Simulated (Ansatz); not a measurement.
The figure comes from a scan of BAs (zinc blende): the cell is scaled evenly about its relaxed volume V₀. All values below come from PBE (plane waves to 420 eV, PAW, scalar-relativistic; Ansatz, an electronic-structure program). k mesh 12×12×12 (Γ-centred), Fermi-Dirac smearing 0.05 eV. Energies are smeared free energies. BAs was relaxed with its symmetry unable to fall. The PAW data are Ansatz's earlier set. The zero of ΔE is the relaxed starting cell.

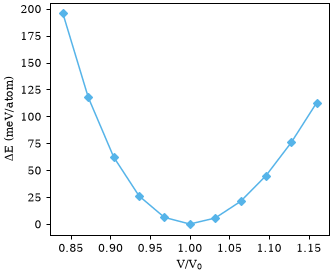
*ΔE (meV/atom) against V/V₀; one marker a computed point.*

Q: List the plotted points as numbers.

A: To the nearest 5:

```csv
V/V₀,ΔE (meV/atom)
0.840,195
0.872,120
0.904,60
0.936,25
0.968,5
1.000,0
1.032,5
1.064,20
1.096,45
1.128,75
1.160,115
```

(Under strain, the slope of the energy per volume gives the stress and its curvature an elastic modulus.)
